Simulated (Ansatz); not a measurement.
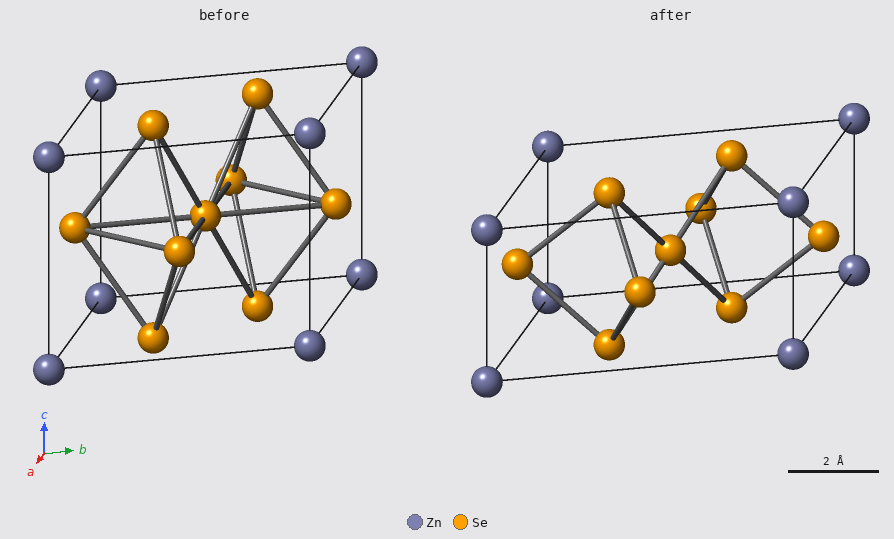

The structure of solid ZnSe₅ (a generated structure, set up in P6/mmm) (coarse preliminary run) before (left) and after (right) a relaxation, at one scale.

A ball-and-stick model of the cell of the calculation, seen slightly off an axis.

Level of theory: DFT PBE, scalar-relativistic, plane waves, PAW in Ansatz 0.2.0.

Input
```yaml
crystal:
  lattice:
    - [6.19404233, 0.0, 0.0]
    - [-3.09702117, 5.36419801, 0.0]
    - [0.0, 0.0, 4.9348841]
  atoms:
    - { symbol: Zn, position: [0.0, 0.0, 0.0] }
    - { symbol: Se, position: [0.5, 0.0, 0.5] }
    - { symbol: Se, position: [0.5, 0.5, 0.5] }
    - { symbol: Se, position: [0.0, 0.5, 0.5] }
    - { symbol: Se, position: [0.33333333, 0.66666667, 0.0] }
    - { symbol: Se, position: [0.66666667, 0.33333333, 0.0] }
basis:
  ecutwfc: 420
kpoints:
  mp_grid: { grid: [3, 3, 4] }
hamiltonian:
  xc: pbe
scf:
  occupations: { method: gaussian, width: 0.1 }
  lower_state_search: "off"
output:
  forces: true
  stress: true
  eigenvalues: true
relax:
  adjacent_minimum: "off"
  f_tol: 0.04
  max_steps: 70
  cell: { stress_tol: 0.4 }
```

Run as
```bash
ansatz run input.yaml --threads 1 --pin off --max-ram 2560MiB --backend cpu --events-out ev --progress --plain --runs-dir out
```

**Summarise the run.**

The atoms keep their places relative to the cell (all moves are under 0.005 Å). The drawn cell changes as follows: a = b 6.194 → 7.268 Å (+17.3 %), c 4.935 → 3.527 Å (−28.5 %); the volume changes by −1.6 %. Near-neighbour distances that change, for instance: Se2–Se3 3.097 → 3.634 Å, Se2–Se5 3.047 → 2.741 Å. The space group stays P6/mmm (No. 191). The energy falls by 1.388 eV per cell of the calculation in 11 accepted moves (14 points after the start). All forces vanish by symmetry, so only the cell relaxes. The pressure goes from −5.77 to 0.06 GPa. The line search rejected the trial step at point 9 of the run. At 2 points the geometry stayed and the basis and grid were re-selected for the new cell (energy shift of 27.4 meV per cell of the calculation at most each time).
